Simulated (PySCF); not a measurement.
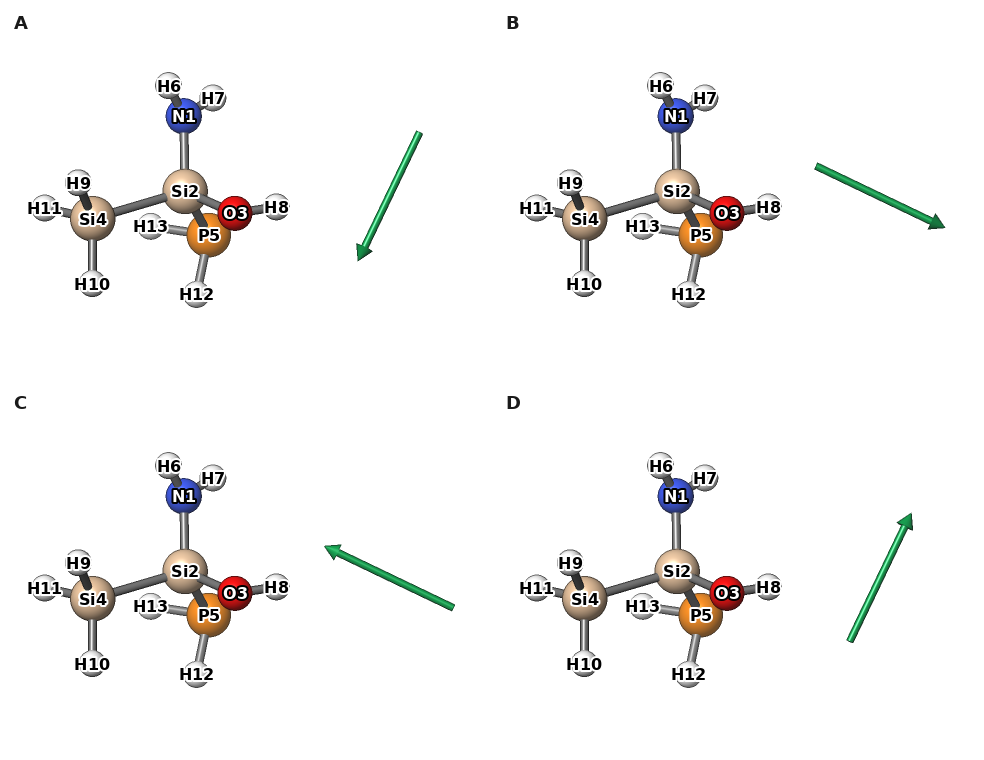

The same molecule four times, each with an arrow. Computed geometry: PBE0-D3(BJ)/def2-SVP optimisation. No frequency run is at hand to confirm it as a minimum. Properties computed with PBE0/pcSseg-1 in dimethylsulfoxide (IEF-PCM) (PySCF 2.14.0).

> Which arrow points along the dipole moment, from the negative to the positive end?

D. The dipole moment is 2.28 D; it points from the side of H10 to the side of H7 (the outermost atoms at the two ends).
